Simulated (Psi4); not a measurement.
# HF/6-31G(d) (spherical functions, sweep point 4) run of C2HFN+ (SMILES Fc1[cH+]n1)

What is the vertical ionisation energy of C2HFN+ at HF/6-31G* (spherical functions, sweep point 4)? 

The results are computed with Psi4 1.11.

**1. The molecule**

The species is C2HFN+ (5 atoms), meant as a singlet with charge +1. SMILES: `Fc1[cH+]n1`. The coordinates come from a GFN2-xTB relaxation.

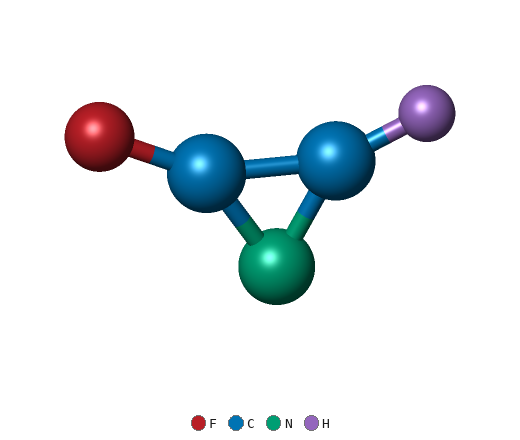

The structure, seen from a chosen angle (fluorine red, carbon blue, nitrogen teal, hydrogen purple).

**2. The energy at HF/6-31G(d) (spherical functions, sweep point 4)**

job.inp reads:

```
memory 1600 mb

molecule m {
  1 1
  F      0.149560    -1.546570     1.034770
  C     -0.050600    -0.614570     0.246480
  C      0.095300     0.673310    -0.210680
  N     -0.656780    -0.204000    -0.874210
  H      0.462520     1.691830    -0.196360
  symmetry c1
}

set basis 6-31G*
set puream true
set scf_type pk

energy_value, wavefunction = energy("hf", return_wfn=True)
```

Started as:

```bash
$ psi4 job.inp job.out -n 1
```

job.out, shortened:

```text
[...]
  Running in c1 symmetry.
[...]
  Nuclear repulsion =  102.200524174314381
[...]
  Multiplicity = 1
[...]
  Nalpha       = 14
  Nbeta        = 14
[...]
    Number of basis functions: 58
[...]
   @RHF iter   1:  -229.70914599074558    3.42554e-02   7.05054e-03 DIIS/ADIIS
[...]
   @RHF iter  10:  -229.79246516601333   -8.37318e-09   3.56602e-07 DIIS
[...]
    Orbital Energies [Eh]
    ---------------------
    Doubly Occupied:
       1A    -26.671948     2A    -15.965121     3A    -11.743969
       4A    -11.657236     5A     -2.011000     6A     -1.709732
       7A     -1.187205     8A     -1.165465     9A     -1.060558
      10A     -1.041371    11A     -1.021264    12A     -0.908036
      13A     -0.837062    14A     -0.763251
[...]
  @RHF Final Energy:  -229.79246516601333
   => Energetics <=
    Nuclear Repulsion Energy =            102.2005241743143813
    One-Electron Energy =                -508.4995505157354501
    Two-Electron Energy =                 176.5065611754077111
    Total Energy =                       -229.7924651660133293
[...]
 Multipole Moments:
 ------------------------------------------------------------------------------------
     Multipole            Electronic (a.u.)      Nuclear  (a.u.)        Total (a.u.)
 ------------------------------------------------------------------------------------
 L = 1.  Multiply by 2.5417464519 to convert [e a0] to [Debye]
 Dipole X            :          0.1935683            0.2936069            0.4871751
 Dipole Y            :         -1.5899576            3.0410754            1.4511177
 Dipole Z            :          1.1229069           -1.1565381           -0.0336312
 Magnitude           :                                                    1.5310824
[...]
```

Run time: 1.5 s. Hardware: 1 thread of Intel Xeon Platinum 8488C (Sapphire Rapids), shared host; peak memory 0.21 GiB.

**3. Doublet [C2HFN]2+**

input.in reads:

```
memory 1600 MB

molecule {
  2 2
  F      0.149560    -1.546570     1.034770
  C     -0.050600    -0.614570     0.246480
  C      0.095300     0.673310    -0.210680
  N     -0.656780    -0.204000    -0.874210
  H      0.462520     1.691830    -0.196360
  units angstrom
  symmetry c1
}

set {
  basis     6-31G*
  reference uhf
  puream    true
  scf_type  pk
  maxiter   150
}

e_tot, wfn = energy("hf", return_wfn=True)
```

Started as:

```bash
$ psi4 -i input.in -o input.out -n 1
```

input.out, shortened:

```text
[...]
  Running in c1 symmetry.
[...]
  Nuclear repulsion =  102.200524174314381
[...]
  Multiplicity = 2
[...]
  Nalpha       = 14
  Nbeta        = 13
[...]
    Number of basis functions: 58
[...]
   @UHF iter   1:  -228.92461296799013    8.18788e-01   9.23670e-03 DIIS/ADIIS
[...]
   @UHF iter  16:  -229.09083886282210   -3.92276e-08   5.59073e-07 DIIS
[...]
   @S^2 Observed:                8.118059911E-01
[...]
    Orbital Energies [Eh]
    ---------------------
    Alpha Occupied:
       1A    -26.968308     2A    -16.394631     3A    -12.110493
       4A    -12.014561     5A     -2.295118     6A     -2.088882
       7A     -1.548303     8A     -1.482709     9A     -1.410264
      10A     -1.331065    11A     -1.322505    12A     -1.269409
      13A     -1.198780    14A     -1.158076
    Alpha Virtual:
      15A     -0.530250    16A     -0.419792    17A     -0.298446
      18A     -0.240153    19A     -0.236005    20A     -0.124114
      21A     -0.034641    22A      0.123790    23A      0.135160
      24A      0.183409    25A      0.215715    26A      0.253228
[...]
  @UHF Final Energy:  -229.09083886282210
   => Energetics <=
    Nuclear Repulsion Energy =            102.2005241743143813
    One-Electron Energy =                -498.9710087709229356
    Two-Electron Energy =                 167.6796457337864297
    Total Energy =                       -229.0908388628220962
  UHF NO Occupations:
  HONO-2 :   12  A 1.9963653
  HONO-1 :   13  A 1.9736369
[...]
 Multipole Moments:
 ------------------------------------------------------------------------------------
     Multipole            Electronic (a.u.)      Nuclear  (a.u.)        Total (a.u.)
 ------------------------------------------------------------------------------------
 L = 1.  Multiply by 2.5417464519 to convert [e a0] to [Debye]
 Dipole X            :         -0.1704009            0.2936069            0.1232060
 Dipole Y            :         -0.8333731            3.0410754            2.2077023
 Dipole Z            :          0.1822936           -1.1565381           -0.9742445
 Magnitude           :                                                    2.4162536
[...]
```

Run time: 1.6 s. Hardware: 1 thread of Intel Xeon Platinum 8488C (Sapphire Rapids), shared host; peak memory 0.21 GiB.

**4. Summary of results**

At HF/6-31G* (spherical functions, sweep point 4):

```
                                             quantity          value
                         singlet C2HFN+: total energy  -229.79247 Eh
                          singlet C2HFN+: HOMO energy      -20.77 eV
                          singlet C2HFN+: LUMO energy       -4.72 eV
                        singlet C2HFN+: HOMO–LUMO gap       16.05 eV
                      doublet [C2HFN]2+: total energy  -229.09084 Eh
doublet [C2HFN]2+: HOMO energy (highest over α and β)      -31.48 eV
 doublet [C2HFN]2+: LUMO energy (lowest over α and β)      -17.17 eV
                              doublet [C2HFN]2+: ⟨S²⟩          0.812
 vertical ionisation energy (to the doublet dication)      19.092 eV
```

In words: The vertical ionisation energy comes to 19.09 eV (440 kcal/mol). −ε(HOMO) before ionisation, 20.77 eV, is 1.68 eV above this ionisation energy.
